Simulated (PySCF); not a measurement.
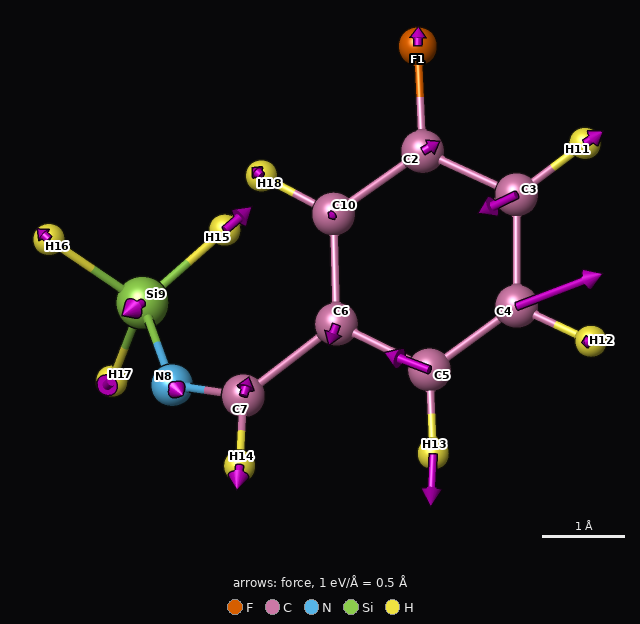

Starting geometry of C7H8FNSi with the computed forces as purple arrows. The picture is a ball-and-stick view, seen at a tilt.

The start comes from GFN2-xTB. Its atoms were then displaced at random by about 0.01 Å.

The calculation used PySCF 2.14.0, density-fitted response routines, PBE0-D3(BJ)/def2-SVP geometry optimisation, gas phase. 

### What follows when this structure is relaxed?

It isn't relaxed: the largest force vector, on C4, is 2.50 eV/Å. The final displacements have little in common with the starting forces (cosine between the two patterns 0.02). The largest move after the best rigid fit is that of H17, 0.82 Å. By element the largest moves are H 0.82 Å, C 0.28 Å, N 0.21 Å, F 0.16 Å, Si 0.15 Å. Near-neighbour distances that change, for instance: Si9–H15 1.450 → 1.500 Å, C4–C5 1.355 → 1.392 Å, Si9–H17 1.454 → 1.490 Å, C5–H13 1.058 → 1.093 Å. Among the angles between lasting bonds that change: N8–Si9–H17 101.8° → 108.8°, N8–Si9–H16 102.9° → 109.8°, N8–Si9–H15 119.4° → 113.0°. Groups turn about N8–Si9 by about 30°. The energy falls by 20.3 kJ/mol in 16 geometry steps. Cost: 11 min on 1 thread of AMD EPYC, on a shared host.
